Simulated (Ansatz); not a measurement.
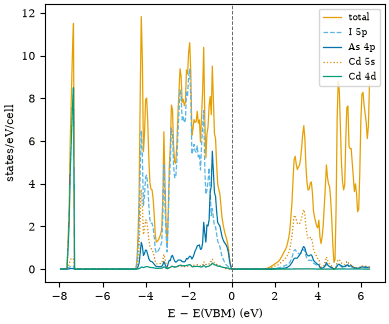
Figure. Total and projected density of states of Cd3AsI3 in space group Pm (No. 6; Pearson symbol mP7), r²SCAN (plane waves, PAW; program Ansatz)

Which orbitals carry the states next to the gap?

Top 1 eV of the valence band: As 4p 58 %, I 5p 31 %. Bottom 1 eV of the conduction band: Cd 5s 58 %, I 5p 17 %, As 4s 11 %, As 4p 6 %. Projections are on Löwdin-orthogonalised atomic valence shells; empty p or d shells of many metals are not among them.

Where is the tallest occupied peak in this window, and what makes it?

Near -4.2 eV, about 12 states/eV per cell; the largest projected share is I 5p.

The workflow started from a Materials Project entry (that database holds measured and hypothetical structures alike); the Crystallography Open Database copy checked does not list it. Its standing as an ambient phase is unchecked. The r²SCAN relaxation kept the symmetry of its start; its stability against distortions is not shown here. Scalar-relativistic: spin–orbit coupling is off unless named, which matters more the heavier the elements.

Potentials: the later of the program's two PAW sets.
